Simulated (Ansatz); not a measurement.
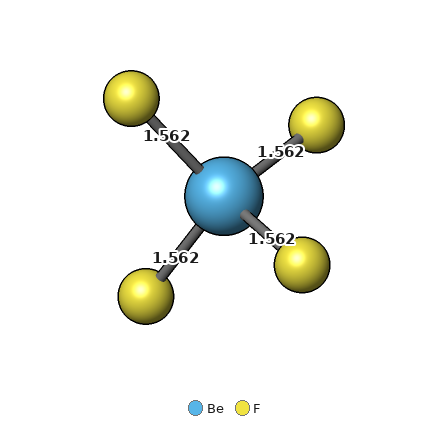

The surroundings of site Be1 (at 0.250, 0.250, 0.250) in BeZnF$_{4}$ in space group F-43m, with bond lengths in Å.

Source of the atomic positions: the end point of a relaxation with DFT PBE, scalar-relativistic, plane waves, PAW (Ansatz); the starting structure was generated, so it need not be a known form of this composition.

```
Be Zn F
1.0
     8.02942    0.00000    0.00000
     0.00000    8.02942    0.00000
     0.00000    0.00000    8.02942
Be Zn F
4 4 16
Direct
  0.25000 0.25000 0.25000
  0.25000 0.75000 0.75000
  0.75000 0.25000 0.75000
  0.75000 0.75000 0.25000
  0.50000 0.00000 0.00000
  0.50000 0.50000 0.50000
  0.00000 0.00000 0.50000
  0.00000 0.50000 0.00000
  0.63768 0.13768 0.86232
  0.36232 0.13768 0.13768
  0.86232 0.36232 0.86232
  0.13768 0.36232 0.13768
  0.63768 0.63768 0.36232
  0.36232 0.63768 0.63768
  0.86232 0.86232 0.36232
  0.13768 0.86232 0.63768
  0.13768 0.13768 0.36232
  0.86232 0.13768 0.63768
  0.36232 0.36232 0.36232
  0.63768 0.36232 0.63768
  0.13768 0.63768 0.86232
  0.86232 0.63768 0.13768
  0.36232 0.86232 0.86232
  0.63768 0.86232 0.13768
```

Bond valence s = exp((R0 − d)/b), R0 fitted to published crystal structures with b = 0.37 Å; R0 in Å: Be2+–F 1.279.

**Calculate the bond-valence sum of Be1 from the bonds drawn.**

4 × 0.465 = 1.86 v.u., against a formal valence of 2: underbonded (bonds long for this ion) by 0.14.

Further R0 (Å): Zn2+–F 1.615.

**And over the whole structure?**

```tsv
site	x, y, z	formal valence	bond-valence sum	difference
Be1	0.250, 0.250, 0.250	+2	1.86	-0.14
Zn1	0.500, 0.000, 0.000	+2	1.79	-0.21
F1	0.638, 0.138, 0.862	−1	0.91	-0.09
```

These sums include all anions within 5 Å. The global instability index (root mean square of the differences over all atoms) is 0.12 v.u.: moderate strain, common in real structures. Cells relaxed with PBE tend to have slightly long bonds, which lowers the sums.
